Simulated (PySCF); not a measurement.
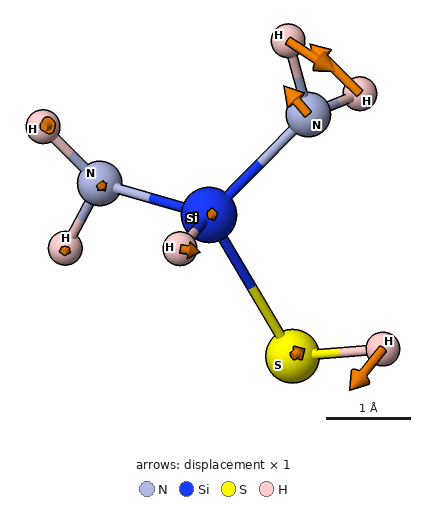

This is a relaxation of SiN2H6S. The starting structure is drawn; orange arrows show the displacements, at their true length. The two geometries are superimposed by the best rigid fit.

The picture is a ball-and-stick view, seen at a tilt.

The start comes from GFN2-xTB. Its atoms were then displaced at random by about 0.01 Å.

Method: PySCF 2.14.0, density-fitted response routines, PBE0-D3(BJ)/def2-SVP geometry optimisation, gas phase. 

> Which element moves most?

Hydrogen: up to 0.86 Å, against 0.47 Å for nitrogen.

> Describe the change and its energy.

After 15 geometry steps the energy has fallen by 6.33 kcal/mol. The largest move after the best rigid fit is that of an H atom, 0.86 Å. By element the largest moves are H 0.86 Å, N 0.47 Å, S 0.20 Å, Si 0.13 Å. Some distances before and after: H–S 1.305 → 1.350 Å, H–Si 1.463 → 1.497 Å, N–Si 1.692 → 1.720 Å, S–Si 2.187 → 2.164 Å. Among the angles between lasting bonds that change: N–Si–S 105.8° → 119.6°, N–Si–N 116.0° → 106.0°, H–N–H 106.5° → 111.2°. Groups turn about S–Si by about 45°.
